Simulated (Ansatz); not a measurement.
# One shape, several levels: NH3 (ammonia)

We compute a comparison of 6 runs (B2PLYP/6-31G, PBE0/3-21G, r2SCAN/3-21G, r2SCAN/6-31G, wB97M-V/3-21G, CCSDT/6-31G) of NH3 (ammonia). 

The calculation is run with Ansatz 0.2.0.

68 further runs of the same task are left out: 68 set aside as unsound or not needed.

## (1) The molecule

The species is NH3 (4 atoms), meant as a singlet with charge 0. SMILES: `N`. The H2–N1 distance was set to 1.519 Å, away from the relaxed value. At this shape a bond of the SMILES string is far longer than usual.

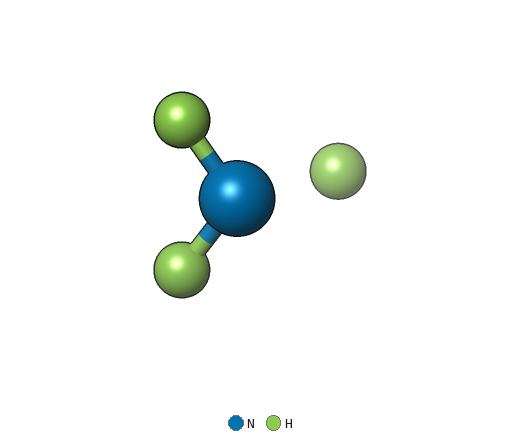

The structure, seen from a chosen angle (nitrogen blue, hydrogen green).

## (2) A single-point energy at B2PLYP/6-31G (run 1)

Contents of run.yaml:

```yaml
crystal:
  periodic: [false, false, false]
  atoms:
    - {symbol: "N", position_ang: [-0.348224, 0.514498, -0.214621]}
    - {symbol: H, position_ang: [0.491930, -0.300470, 0.753380]}
    - {symbol: H, position_ang: [-1.172024, -0.028952, -0.441031]}
    - {symbol: H, position_ang: [0.188126, 0.629918, -1.065771]}
basis:
  gaussian:
    orbitals: 6-31G
correlation:
  frozen_orbitals: {H: 0, "N": 1}
hamiltonian:
  xc: {name: B2PLYP}
accuracy: high
```

Started as:

```sh
ansatz run run.yaml --threads 1 --pin off --max-ram 2610MiB --events-out events.jsonl --progress --plain --runs-dir runs
```

Output:

```text
Warning: RAYON_NUM_THREADS=1 ignored (pool sized by the plan → 1); use --threads N
Functional definition: B2PLYP
  name "B2PLYP"
  parameter a = 0.53
  parameter c = 0.27
  exchange = (1 - a)*b88_x + a*exact_x
  correlation = (1 - c)*lyp_c + c*(mp2_os + mp2_ss)
349 factors; integrals over basis functions are off by at most 3.7e-9 eV
mean field evaluation 1: about -1528.9863 eV, gradient 3.8e1 eV
mean field evaluation 2: about -1528.9820 eV, gradient 3.8e1 eV
mean field evaluation 4: about -1532.4069 eV, gradient 8.0e-1 eV
mean field evaluation 8: about -1532.4106 eV, gradient 1.6e-2 eV
mean field evaluation 16: about -1532.4106 eV, gradient 4.4e-7 eV
mean field -1532.41060563 eV, -56.3150510517 hartree, gradient 4.1e-8 eV, S^2 0.000000; 0 other end points of the search recorded, 0 dependent functions left out
1 core orbitals not correlated: weight in the atoms' cores, before any rotation towards them, 1.000 or more for the frozen orbitals, at most 0.000 for the correlated occupied ones
reference -1532.41062039 eV, -56.3150515942 hartree; 4, 4 occupied and 10, 10 virtual orbitals, 349 factors
second order -4.54790611 eV of doubles, -0.00000000 eV of singles
Total energy: -1533.63855504 eV, -56.3601773603 hartree
```

Wall time 0.3 s (1 thread of AMD EPYC 9R45 (Zen 5), shared host).

## (3) A single-point energy at PBE0/3-21G (run 2)

Contents of job.yaml:

```yaml
basis:
  gaussian: {orbitals: 3-21G.json}
crystal:
  periodic: [false, false, false]
  atoms:
    - symbol: N
      position_ang: [-0.348224, 0.514498, -0.214621]
    - symbol: H
      position_ang: [0.491930, -0.300470, 0.753380]
    - symbol: H
      position_ang: [-1.172024, -0.028952, -0.441031]
    - symbol: H
      position_ang: [0.188126, 0.629918, -1.065771]
magnetization: {spin_polarized: false}
hamiltonian: {xc: pbe0}
accuracy: high
```

The basis set 3-21G is read from a file made from the Basis Set Exchange's data (not shown).

Started as:

```sh
ansatz run job.yaml --threads 1 --pin off --max-ram 2610MiB --events-out events.jsonl --progress --plain --runs-dir runs
```

Output:

```text
Warning: RAYON_NUM_THREADS=1 ignored (pool sized by the plan → 1); use --threads N
Functional definition: PBE0
  name "PBE0"
  parameter a = 0.25
  parameter kappa = 0.804
  parameter beta = 0.06672455060314922
  exchange = (1 - a)*pbe_x(kappa = kappa, mu = beta*pi^2/3) + a*exact_x
  correlation = pbe_c(beta = beta)
290 factors; integrals over basis functions are off by at most 1.8e-9 eV
mean field evaluation 1: about -1522.4895 eV, gradient 4.0e1 eV
mean field evaluation 2: about -1518.0686 eV, gradient 5.6e1 eV
mean field evaluation 4: about -1526.0237 eV, gradient 6.4e-1 eV
mean field evaluation 8: about -1526.0170 eV, gradient 1.1e-2 eV
mean field evaluation 16: about -1526.0170 eV, gradient 1.9e-7 eV
mean field -1526.01703477 eV, -56.0800916563 hartree, gradient 6.2e-9 eV, S^2 0.000000; 0 other end points of the search recorded, 0 dependent functions left out
reference -1526.01703576 eV, -56.0800916928 hartree; 5, 5 occupied and 10, 10 virtual orbitals, 290 factors
Total energy: -1526.01703576 eV, -56.0800916928 hartree
```

Run time: 0.18 s. Hardware: 1 thread of AMD EPYC 9R45 (Zen 5), shared host.

Run 3 isn't shown in full; the table further down has it.

## (4) The energy at r2SCAN/6-31G (run 4)

Contents of input.yaml:

```yaml
crystal:
  periodic: [false, false, false]
  atoms:
    - symbol: N
      position_ang: [-0.348224, 0.514498, -0.214621]
    - symbol: H
      position_ang: [0.491930, -0.300470, 0.753380]
    - symbol: H
      position_ang: [-1.172024, -0.028952, -0.441031]
    - symbol: H
      position_ang: [0.188126, 0.629918, -1.065771]
basis:
  gaussian: {orbitals: 6-31G}
hamiltonian: {xc: r2scan}
accuracy: high
```

Started as:

```sh
ansatz run input.yaml --threads 1 --pin off --max-ram 2610MiB --events-out events.jsonl --progress --plain --runs-dir runs
```

Output:

```text
Warning: RAYON_NUM_THREADS=1 ignored (pool sized by the plan → 1); use --threads N
Functional definition: r2SCAN
  name "r2SCAN"
  parameter k0 = 0.174
  parameter k1 = 0.065
  parameter a1 = 4.9479
  exchange = r2scan_x(k0 = k0, k1 = k1, a1 = a1)
  correlation = r2scan_c
349 factors; integrals over basis functions are off by at most 3.7e-9 eV
mean field evaluation 1: about -1528.7428 eV, gradient 5.2e1 eV
mean field evaluation 2: about -1513.6295 eV, gradient 8.2e1 eV
mean field evaluation 4: about -1534.9376 eV, gradient 3.4e0 eV
mean field evaluation 8: about -1534.9846 eV, gradient 1.3e-2 eV
mean field evaluation 16: about -1534.9846 eV, gradient 3.3e-7 eV
mean field -1534.98463234 eV, -56.4096447887 hartree, gradient 8.0e-8 eV, S^2 0.000000; 0 other end points of the search recorded, 0 dependent functions left out
reference -1534.98463267 eV, -56.4096448008 hartree; 5, 5 occupied and 10, 10 virtual orbitals, 349 factors
Total energy: -1534.98463267 eV, -56.4096448008 hartree
```

Wall time 0.38 s (1 thread of AMD EPYC 9R45 (Zen 5), shared host).

Run 5 isn't shown in full; the table further down has it.

## (5) A single-point energy at CCSDT/6-31G (run 6)

Contents of in.yaml:

```yaml
crystal:
  periodic: [false, false, false]
  atoms:
    - {symbol: N, position_ang: [-0.348224, 0.514498, -0.214621]}
    - {symbol: H, position_ang: [0.491930, -0.300470, 0.753380]}
    - {symbol: H, position_ang: [-1.172024, -0.028952, -0.441031]}
    - {symbol: H, position_ang: [0.188126, 0.629918, -1.065771]}
basis:
  gaussian:
    orbitals: 6-31G
correlation:
  method: ccsdt
  frozen_orbitals: {H: 0, "N": 1}
accuracy: high
scf:
  omitted_lower_state_checks: [cluster_reference, increment]
```

Started as:

```sh
ansatz run in.yaml --threads 1 --pin off --max-ram 2610MiB --events-out events.jsonl --progress --plain --runs-dir runs
```

Output:

```text
Warning: RAYON_NUM_THREADS=1 ignored (pool sized by the plan → 1); use --threads N
[... 11 lines left out ...]
1 core orbitals not correlated: weight in the atoms' cores, before any rotation towards them, 1.000 or more for the frozen orbitals, at most 0.000 for the correlated occupied ones
[... 28 lines left out ...]
Total energy: -1529.78516572 eV, -56.2185679147 hartree
Checks for a lower state left out: cluster_reference, increment
```

Run time: 0.14 s. Hardware: 1 thread of AMD EPYC 9R45 (Zen 5), shared host.

## (6) All runs side by side

```csv
run,level,frozen core orbitals,energy (Eh),wall time
1,B2PLYP/6-31G,1,-56.360177,0.3 s
2,PBE0/3-21G,–,-56.080092,0.18 s
3,r2SCAN/3-21G,–,-56.114921,0.38 s
4,r2SCAN/6-31G,–,-56.409645,0.38 s
5,wB97M-V/3-21G,–,-56.114321,1.7 s
6,CCSDT/6-31G,1,-56.218568,0.14 s
```

## (7) Results

```
                                         quantity         value
                              run 6: total energy  -56.21857 Eh
run 6: correlation energy (1 core orbital frozen)    -152.4 mEh
                             run 6: T1 diagnostic         0.013
```

**Reading.** Totals of different functionals can't be ranked against each other. In run 6 the log says that unrestricted orbitals would lower the reference, so the values rest on an unstable closed-shell determinant (other closed-shell runs at this shape may share the fault). All runs together took 3.1 s, the longest 1.7 s.
